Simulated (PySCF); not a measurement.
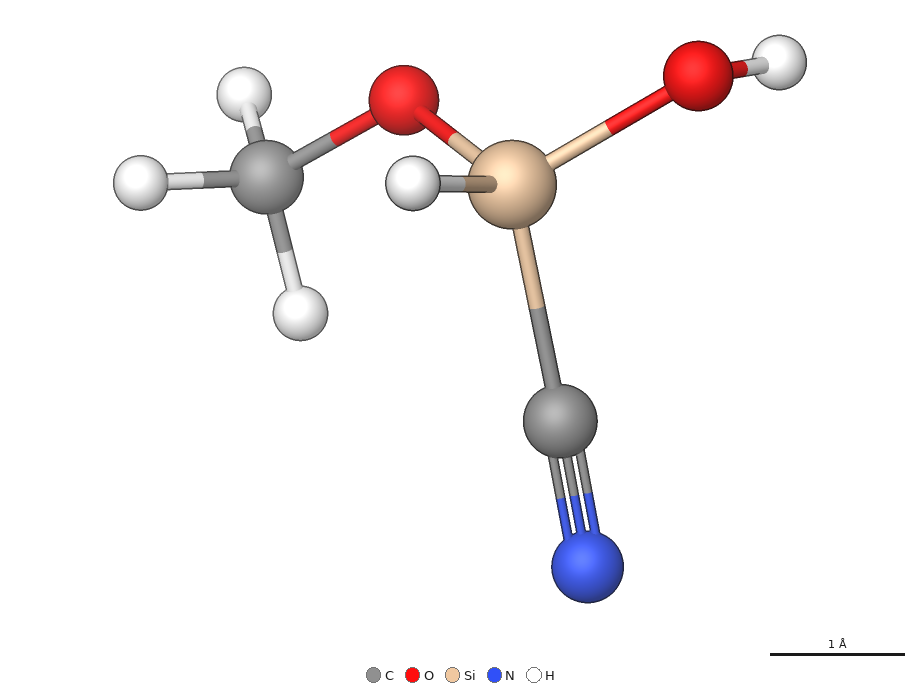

Computed geometry: PBE0-D3(BJ)/def2-SVP optimisation. No frequency run is at hand to confirm it as a minimum.

What does the picture show?

Formula C2H5NO2Si. SMILES: `CO[Si@H](O)C#N`. It has no ring. Among its groups: nitrile, Si–H bond, Si–O bond. This geometry has C1 symmetry. Coordination: 1 C tetrahedral; 2 O bent; 1 Si tetrahedral; 1 C linear.

The parts below concern this one geometry. Atoms keep their numbers from picture to picture.

**Geometry**

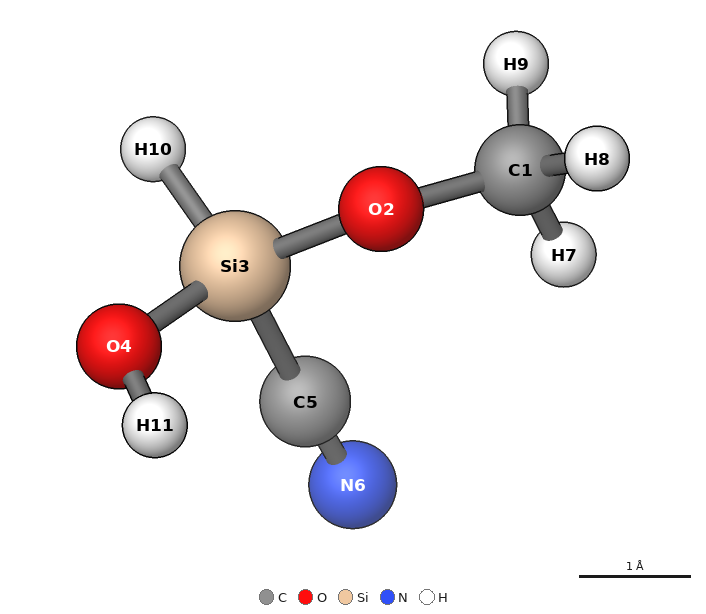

The atoms are numbered. No frequency run is at hand to confirm it as a minimum.

Give the bond lengths.

```
   bond  length (Å)   order
  C1–O2       1.404  single
  C1–H7       1.104  single
  C1–H8       1.099  single
  C1–H9       1.104  single
 O2–Si3       1.641  single
 Si3–O4       1.638  single
 Si3–C5       1.872  single
Si3–H10       1.477  single
 O4–H11       0.962  single
  C5–N6       1.160  triple
```

**Electronic properties**

No frequency run is at hand to confirm it as a minimum. Method: B3LYP/6-31G*, gas phase (PySCF 2.14.0).

Computed properties:

- dipole moment: 2.57 D
- HOMO energy (Kohn–Sham orbital): −8.41 eV
- LUMO energy (Kohn–Sham orbital): −0.61 eV
- HOMO–LUMO gap: 7.81 eV

**Spin–spin coupling**

No frequency run is at hand to confirm it as a minimum. Properties computed with B3LYP/6-31G* indirect spin-spin coupling, non-relativistic, gas phase (PySCF 2.14.0). Isotopes: 13C, 1H, 15N, 17O, 29Si.

Give the spin–spin coupling constants of these pairs, with the number of bonds between them: O2/Si3, Si3/C5, Si3/O4, Si3/H10, C5/N6, Si3/N6, Si3/H11, Si3/H7, Si3/H8, N6/H10.

```tsv
pair	bonds apart	J (Hz)
O2, Si3	1	−8.8
Si3, C5	1	−75.9
Si3, O4	1	−11.8
Si3, H10	1	−266.2
C5, N6	1	−15.1
Si3, N6	2	−1.8
Si3, H11	2	3.9
Si3, H7	3	−1.9
Si3, H8	3	−11.6
N6, H10	3	−1.1
```

**Quadrupole coupling**

No frequency run is at hand to confirm it as a minimum. Electric field gradients from the ground-state density, B3LYP/6-31G* (PySCF 2.14.0), non-relativistic apart from any core potentials.

Give the largest field-gradient component, the quadrupole coupling constant and the asymmetry for 17O at O2 (Q = −25.6 mb), 17O at O4 (Q = −25.6 mb), 14N at N6 (Q = 20.44 mb).

```
atom  V_zz (a.u.)  e²qQ/h (MHz)     η
  O2        1.549         −9.31  0.41
  O4        1.359         −8.18  0.55
  N6       −0.937         −4.50  0.02
```
